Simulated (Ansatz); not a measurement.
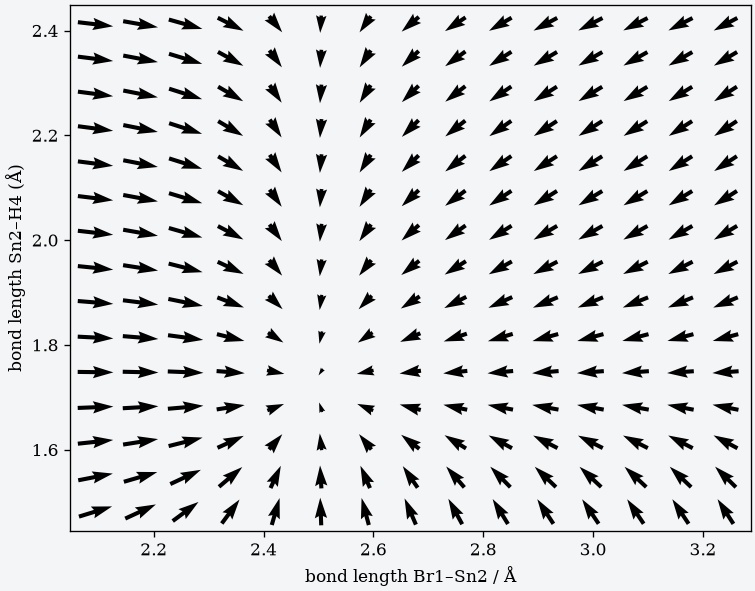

BrH2Sn, SMILES [Br][SnH2], spin multiplicity 2. The first coordinate is: bond length Br1–Sn2; the second: bond length Sn2–H4. Nothing is relaxed (all other coordinates rigid). Grid: 15 × 15 points. All numbers below come from UKS PBE0-D4/def2-TZVP (Ansatz).

In the figure: arrows along the force (downhill), their lengths compressed.

The arrows alone are given. Where is the energy lowest?

The arrows converge at about bond length Br1–Sn2 = 2.493 Å, bond length Sn2–H4 = 1.723 Å (read from the interpolated surface).

The energy map of the same scan:

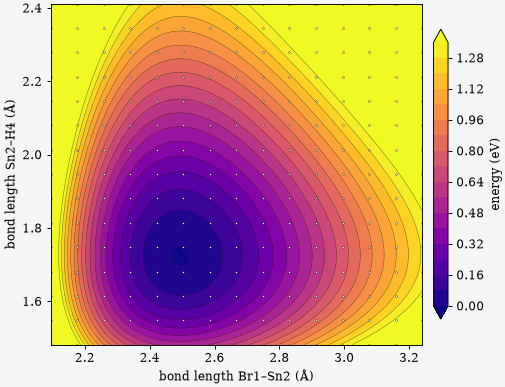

Energies are in eV, from the lowest grid point; between grid points the surface is interpolated.
